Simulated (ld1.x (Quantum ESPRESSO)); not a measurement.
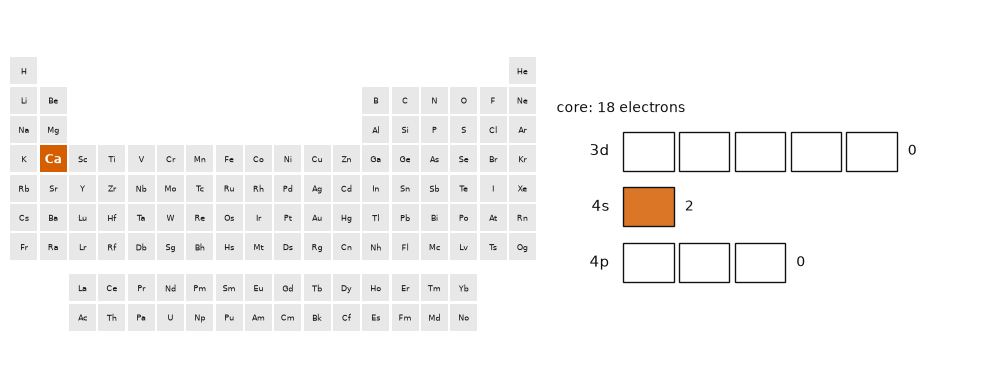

Left, the place of calcium in the periodic table; right, the valence shells of the reference configuration: a box for each of the 2l + 1 orbitals, shaded by the share of the shell that is filled, with the electron count at the right.

Run report: Ca, pseudopotential generation (part 1 of 2)

Calcium (Ca, Z = 20), core [Ar], reference valence 3d0 4s2 4p0, valence charge 2. Computed at this level: TM potential, PBEsol, scalar-relativistic, made with ld1.x (Quantum ESPRESSO) 7.5.

### Summary

- outcome: generated, with a spurious state above the valence levels
- cutoffs needed: 6 Ry or less and 10 Ry (the cutoffs, on a coarse ladder, from which the occupation-weighted sum of valence levels, in a spherical-Bessel basis at the reference potential, stays within 10 and 1 mRy of its value at 400 Ry); ghost states and empty shells don't enter this sum
- ghost test: no ghost state below the valence levels in the s, d, f, p channels (spherical-Bessel basis up to 400 Ry, 20 bohr box)
- largest excitation error: -282 meV (all-electron minus pseudo) for 3d1 4s0 4p0, out of 7 test configurations
- clearest signs, in the scattering phases, of states that the all-electron atom lacks: s near 0.8 Ry
- range over which the phases arctan(r u′/u) at the test radius agree within 0.05 rad (a looser test near the poles than one of phase shifts): s: up to about 0.2 Ry; p: up to about 0.9 Ry; d: up to about 0.1 Ry; f: up to about 1.9 Ry
- hardware: 1 CPU thread, shared host
- wall time: 0.95 s

### Notes

The Bessel test looks below the valence levels only. The scattering phases show an s state near 0.8 Ry, 1.1 Ry above the channel's reference energy, that the all-electron atom lacks, which is too close to the valence region for the potential to be used.

### The input
```
 &input
   title='Ca', zed=20., rel=1, dft='PBESOL', iswitch=3,
   config='[Ar] 3d0 4s2 4p0 4f-2',
   nld=4, rlderiv=4.85, eminld=-2.0, emaxld=5.0, deld=0.02
 /
 &inputp
   pseudotype=2, tm=.true., lloc=1,
   nlcc=.true., rcore=0.75,
   file_pseudopw='Ca.UPF', file_wfcaegen='ae.wfc', file_wfcncgen='nc.wfc', file_beta='beta', file_chi='chi'
 /
4
4S  1  0   2.00   0.00  3.05  3.05  0.0
3D  3  2   0.00   0.00  1.60  1.60  0.0
4F  4  3  -2.00   0.50  4.45  4.45  0.0
4P  2  1   0.00   0.00  4.20  4.20  0.0
 &test
   configts(1)='3d0 4s2 4p0'
 /
```

### Input of the test run
```
 &input
   title='Ca', zed=20., rel=1, dft='PBESOL', iswitch=2,
   config='[Ar] 3d0 4s2 4p0 4f-2'
 /
 &test
   file_pseudo='Ca.UPF', nconf=8,
   configts(1)='3d0 4s2 4p0',
   configts(2)='3d0 4s1 4p0',
   configts(3)='3d0 4s1.5 4p0',
   configts(4)='3d0 4s1 4p1',
   configts(5)='3d0 4s0 4p2',
   configts(6)='3d1 4s1 4p0',
   configts(7)='3d0.5 4s1.5 4p0',
   configts(8)='3d1 4s0 4p0'
 /
```

Run as:
```bash
ld1.x < Ca.in > Ca.out
```

### The program's output
```
     Program LD1 v.7.5
     --------------------------- All-electron run ----------------------------

     Ca
     scalar relativistic calculation

     atomic number is 20.00
     dft =PBESOL   lsd =0 sic =0 latt =0  beta=0.20 tr2=1.0E-14
     Exchange-correlation= PBESOL
                           (   1   4  10   8   0   0   0)
     mesh =1169 r(mesh) =  99.90979 a.u. xmin = -7.00 dx = 0.01250
     1 Ry =  13.60569312 eV, c = 137.03599908

     n l     nl                  e(Ry)          e(Ha)          e(eV)
     1 0     1S 1( 2.00)      -289.8824      -144.9412     -3944.0511
     2 0     2S 1( 2.00)       -30.4110       -15.2055      -413.7628
     2 1     2P 1( 6.00)       -24.5832       -12.2916      -334.4710
     3 0     3S 1( 2.00)        -3.4513        -1.7257       -46.9580
     3 1     3P 1( 6.00)        -2.0543        -1.0271       -27.9495
     3 2     3D 1( 0.00)        -0.1438        -0.0719        -1.9562
     4 0     4S 1( 2.00)        -0.2767        -0.1383        -3.7646
     4 1     4P 1( 0.00)        -0.1019        -0.0509        -1.3863

     final scf error:  3.7E-15 reached in  23 iterations

     Etot =   -1358.937655 Ry,    -679.468828 Ha,  -18489.288711 eV

     Ekin =    1367.967178 Ry,     683.983589 Ha,   18612.141628 eV
     Encl =   -3229.319737 Ry,   -1614.659869 Ha,  -43937.133341 eV
     Eh   =     572.616251 Ry,     286.308126 Ha,    7790.840989 eV
     Exc  =     -70.201347 Ry,     -35.100674 Ha,    -955.137987 eV

     normalization and overlap integrals

     s(1S/1S) =  1.000000  <r> =   0.0769  <r2> =    0.0080  r(max) =   0.0506
     s(2S/2S) =  1.000000  <r> =   0.3647  <r2> =    0.1576  r(max) =   0.2987
     s(2P/2P) =  1.000000  <r> =   0.3280  <r2> =    0.1332  r(max) =   0.2477
     s(3S/3S) =  1.000000  <r> =   1.1570  <r2> =    1.5459  r(max) =   0.9918
     s(3P/3P) =  1.000000  <r> =   1.2720  <r2> =    1.9110  r(max) =   1.0427
     s(3D/3D) =  1.000000  <r> =   2.3651  <r2> =    7.8784  r(max) =   1.2735
     s(4S/4S) =  1.000000  <r> =   4.0111  <r2> =   18.4472  r(max) =   3.3763
     s(4P/4P) =  1.000000  <r> =   5.3606  <r2> =   33.4681  r(max) =   4.3897

     ------------------------ End of All-electron run ------------------------

     --------------------- Generating NC pseudopotential ---------------------

      Generating local pot.: lloc=1, matching radius rcloc =   4.2000

      Computing core charge for nlcc:

       r > 0.75 : true rho core
       r < 0.75 : rho core = a sin(br)/r    a=   8.47  b=   2.17

      Integrated core pseudo-charge :   9.08

      Wfc   4S  rcut= 3.017  Using Troullier-Martins method

      Wfc   3D  rcut= 1.615  Using Troullier-Martins method

      Wfc   4F  rcut= 4.501  Using Troullier-Martins method

     ------------------- End of pseudopotential generation -------------------

     --------------------------- All-electron run ----------------------------

     Ca
     scalar relativistic calculation

     atomic number is 20.00
     dft =PBESOL   lsd =0 sic =0 latt =0  beta=0.20 tr2=1.0E-14
     Exchange-correlation= PBESOL
                           (   1   4  10   8   0   0   0)
     mesh =1169 r(mesh) =  99.90979 a.u. xmin = -7.00 dx = 0.01250
     1 Ry =  13.60569312 eV, c = 137.03599908

     n l     nl                  e(Ry)          e(Ha)          e(eV)
     1 0     1S 1( 2.00)      -289.8824      -144.9412     -3944.0511
     2 0     2S 1( 2.00)       -30.4110       -15.2055      -413.7628
     2 1     2P 1( 6.00)       -24.5832       -12.2916      -334.4710
     3 0     3S 1( 2.00)        -3.4513        -1.7257       -46.9580
     3 1     3P 1( 6.00)        -2.0543        -1.0271       -27.9495
     3 2     3D 1( 0.00)        -0.1438        -0.0719        -1.9562
     4 0     4S 1( 2.00)        -0.2767        -0.1383        -3.7646
     4 1     4P 1( 0.00)        -0.1019        -0.0509        -1.3863

     final scf error:  3.7E-15 reached in  23 iterations

     Etot =   -1358.937655 Ry,    -679.468828 Ha,  -18489.288711 eV

     Ekin =    1367.967178 Ry,     683.983589 Ha,   18612.141628 eV
     Encl =   -3229.319737 Ry,   -1614.659869 Ha,  -43937.133341 eV
     Eh   =     572.616251 Ry,     286.308126 Ha,    7790.840989 eV
     Exc  =     -70.201347 Ry,     -35.100674 Ha,    -955.137987 eV

     normalization and overlap integrals

     s(1S/1S) =  1.000000  <r> =   0.0769  <r2> =    0.0080  r(max) =   0.0506
     s(2S/2S) =  1.000000  <r> =   0.3647  <r2> =    0.1576  r(max) =   0.2987
     s(2P/2P) =  1.000000  <r> =   0.3280  <r2> =    0.1332  r(max) =   0.2477
     s(3S/3S) =  1.000000  <r> =   1.1570  <r2> =    1.5459  r(max) =   0.9918
     s(3P/3P) =  1.000000  <r> =   1.2720  <r2> =    1.9110  r(max) =   1.0427
     s(3D/3D) =  1.000000  <r> =   2.3651  <r2> =    7.8784  r(max) =   1.2735
     s(4S/4S) =  1.000000  <r> =   4.0111  <r2> =   18.4472  r(max) =   3.3763
     s(4P/4P) =  1.000000  <r> =   5.3606  <r2> =   33.4681  r(max) =   4.3897

     ------------------------ End of All-electron run ------------------------

     Computing logarithmic derivative in   4.82127
     Computing logarithmic derivative in   4.82127
     Computing the partial wave expansion
     R is outside the sphere for l=    0 j= 0.00
       no projector for channel:   1
     R is outside the sphere for l=    2 j= 0.00
     R is outside the sphere for l=    3 j= 0.00

     ---------------------- Testing the pseudopotential ----------------------

     Ca
     scalar relativistic calculation

     atomic number is 20.00   valence charge is  2.00
     dft =PBESOL   lsd =0 sic =0 latt =0  beta=0.20 tr2=1.0E-14
     mesh =1169 r(mesh) =  99.90979 xmin = -7.00 dx = 0.01250

     n l     nl             e AE (Ry)        e PS (Ry)    De AE-PS (Ry)
     3 2     3D   1( 0.00)       -0.14378       -0.14378       -0.00000
     1 0     4S   1( 2.00)       -0.27669       -0.27669        0.00000
     2 1     4P   1( 0.00)       -0.10189       -0.10189        0.00000

     eps = 3.6E-17  iter =  4

     Etot =   -1358.937655 Ry,    -679.468828 Ha,  -18489.288711 eV
     Etotps =   -12.507496 Ry,      -6.253748 Ha,    -170.173155 eV

     Ekin =       0.320509 Ry,       0.160254 Ha,       4.360745 eV
     Encl =      -1.848550 Ry,      -0.924275 Ha,     -25.150811 eV
     Ehrt =       0.898004 Ry,       0.449002 Ha,      12.217965 eV
     Ecxc =     -11.817474 Ry,      -5.908737 Ha,    -160.784931 eV
     (Ecc =     -11.181774 Ry,      -5.590887 Ha,    -152.135784 eV)
     Epseu=      -0.059984 Ry,      -0.029992 Ha,      -0.816124 eV

     ---------------------- End of pseudopotential test ----------------------
```

### Output of the test run (extracts)
```
     ---------------------- Testing the pseudopotential ----------------------

     Ca
     scalar relativistic calculation

     atomic number is 20.00   valence charge is  2.00
     dft =PBESOL   lsd =0 sic =0 latt =0  beta=0.20 tr2=1.0E-14
     mesh =1169 r(mesh) =  99.90979 xmin = -7.00 dx = 0.01250

     n l     nl             e AE (Ry)        e PS (Ry)    De AE-PS (Ry)
     3 2     3D   1( 0.00)       -0.14378       -0.14378       -0.00000
     1 0     4S   1( 2.00)       -0.27669       -0.27669        0.00000
     2 1     4P   1( 0.00)       -0.10189       -0.10189        0.00000

     eps = 8.4E-17  iter =  4

     Etot =   -1358.937655 Ry,    -679.468828 Ha,  -18489.288711 eV
     Etotps =   -12.507496 Ry,      -6.253748 Ha,    -170.173156 eV

     Ekin =       0.320509 Ry,       0.160254 Ha,       4.360744 eV
     Encl =      -1.848550 Ry,      -0.924275 Ha,     -25.150810 eV
     Ehrt =       0.898004 Ry,       0.449002 Ha,      12.217965 eV
     Ecxc =     -11.817474 Ry,      -5.908737 Ha,    -160.784931 eV
     (Ecc =     -11.181774 Ry,      -5.590887 Ha,    -152.135784 eV)
     Epseu=      -0.059984 Ry,      -0.029992 Ha,      -0.816124 eV

     ---------------------- End of pseudopotential test ----------------------

     ---------------------- Testing the pseudopotential ----------------------

     Ca
     scalar relativistic calculation

     atomic number is 20.00   valence charge is  2.00
     dft =PBESOL   lsd =0 sic =0 latt =0  beta=0.20 tr2=1.0E-14
     mesh =1169 r(mesh) =  99.90979 xmin = -7.00 dx = 0.01250

     n l     nl             e AE (Ry)        e PS (Ry)    De AE-PS (Ry)
     3 2     3D   1( 0.00)       -0.61297       -0.60726       -0.00571  !
     1 0     4S   1( 1.00)       -0.65724       -0.65595       -0.00129
     2 1     4P   1( 0.00)       -0.43447       -0.43235       -0.00212

     eps = 1.3E-15  iter =  9

     Etot =   -1358.474246 Ry,    -679.237123 Ha,  -18482.983708 eV
     Etotps =   -12.044891 Ry,      -6.022446 Ha,    -163.879095 eV
     dEtot_ae =       0.463409 Ry
     dEtot_ps =       0.462605 Ry,   Delta E=       0.000804 Ry

     Ekin =       0.192869 Ry,       0.096435 Ha,       2.624121 eV
     Encl =      -0.941647 Ry,      -0.470823 Ha,     -12.811759 eV
     Ehrt =       0.251566 Ry,       0.125783 Ha,       3.422729 eV
     Ecxc =     -11.522080 Ry,      -5.761040 Ha,    -156.765880 eV
     (Ecc =     -11.181774 Ry,      -5.590887 Ha,    -152.135784 eV)
     Epseu=      -0.025600 Ry,      -0.012800 Ha,      -0.348306 eV

     ---------------------- End of pseudopotential test ----------------------

     ---------------------- Testing the pseudopotential ----------------------

     Ca
     scalar relativistic calculation

     atomic number is 20.00   valence charge is  2.00
     dft =PBESOL   lsd =0 sic =0 latt =0  beta=0.20 tr2=1.0E-14
     mesh =1169 r(mesh) =  99.90979 xmin = -7.00 dx = 0.01250

     n l     nl             e AE (Ry)        e PS (Ry)    De AE-PS (Ry)
     3 2     3D   1( 0.00)       -0.36617       -0.36341       -0.00276
     1 0     4S   1( 1.50)       -0.46164       -0.46075       -0.00090
     2 1     4P   1( 0.00)       -0.26212       -0.26130       -0.00083

     eps = 3.1E-15  iter = 10

     Etot =   -1358.753655 Ry,    -679.376828 Ha,  -18486.785263 eV
     Etotps =   -12.323707 Ry,      -6.161853 Ha,    -167.672569 eV
     dEtot_ae =       0.184000 Ry
     dEtot_ps =       0.183790 Ry,   Delta E=       0.000210 Ry

     Ekin =       0.267139 Ry,       0.133569 Ha,       3.634609 eV
     Encl =      -1.408339 Ry,      -0.704170 Ha,     -19.161432 eV
     Ehrt =       0.535297 Ry,       0.267648 Ha,       7.283081 eV
     Ecxc =     -11.673956 Ry,      -5.836978 Ha,    -158.832260 eV
     (Ecc =     -11.181774 Ry,      -5.590887 Ha,    -152.135784 eV)
     Epseu=      -0.043847 Ry,      -0.021923 Ha,      -0.596568 eV

     ---------------------- End of pseudopotential test ----------------------

     ---------------------- Testing the pseudopotential ----------------------

     Ca
     scalar relativistic calculation

     atomic number is 20.00   valence charge is  2.00
     dft =PBESOL   lsd =0 sic =0 latt =0  beta=0.20 tr2=1.0E-14
     mesh =1169 r(mesh) =  99.90979 xmin = -7.00 dx = 0.01250

     n l     nl             e AE (Ry)        e PS (Ry)    De AE-PS (Ry)
     3 2     3D   1( 0.00)       -0.22317       -0.22570        0.00254
     1 0     4S   1( 1.00)       -0.32385       -0.32407        0.00022
     2 1     4P   1( 1.00)       -0.14207       -0.14160       -0.00048

     eps = 7.7E-15  iter =  9

     Etot =   -1358.759338 Ry,    -679.379669 Ha,  -18486.862580 eV
     Etotps =   -12.328910 Ry,      -6.164455 Ha,    -167.743362 eV
     dEtot_ae =       0.178317 Ry
     dEtot_ps =       0.178586 Ry,   Delta E=      -0.000269 Ry

     Ekin =       0.376061 Ry,       0.188030 Ha,       5.116565 eV
     Encl =      -1.738360 Ry,      -0.869180 Ha,     -23.651598 eV
     Ehrt =       0.795412 Ry,       0.397706 Ha,      10.822138 eV
     Ecxc =     -11.735002 Ry,      -5.867501 Ha,    -159.662842 eV
     (Ecc =     -11.181774 Ry,      -5.590887 Ha,    -152.135784 eV)
     Epseu=      -0.027020 Ry,      -0.013510 Ha,      -0.367626 eV

     ---------------------- End of pseudopotential test ----------------------

     ---------------------- Testing the pseudopotential ----------------------

     Ca
     scalar relativistic calculation

     atomic number is 20.00   valence charge is  2.00
     dft =PBESOL   lsd =0 sic =0 latt =0  beta=0.20 tr2=1.0E-14
     mesh =1169 r(mesh) =  99.90979 xmin = -7.00 dx = 0.01250

     n l     nl             e AE (Ry)        e PS (Ry)    De AE-PS (Ry)
     3 2     3D   1( 0.00)       -0.29690       -0.30681        0.00991  !
     1 0     4S   1( 0.00)       -0.36297       -0.36542        0.00245
     2 1     4P   1( 2.00)       -0.17434       -0.17414       -0.00020

     eps = 5.8E-15  iter =  9

     Etot =   -1358.574168 Ry,    -679.287084 Ha,  -18484.343218 eV
     Etotps =   -12.142197 Ry,      -6.071098 Ha,    -165.203006 eV
     dEtot_ae =       0.363487 Ry
     dEtot_ps =       0.365299 Ry,   Delta E=      -0.001812 Ry

     Ekin =       0.456990 Ry,       0.228495 Ha,       6.217667 eV
     Encl =      -1.661219 Ry,      -0.830610 Ha,     -22.602039 eV
     Ehrt =       0.722926 Ry,       0.361463 Ha,       9.835907 eV
     Ecxc =     -11.660894 Ry,      -5.830447 Ha,    -158.654542 eV
     (Ecc =     -11.181774 Ry,      -5.590887 Ha,    -152.135784 eV)
```

(Continued in part 2.)
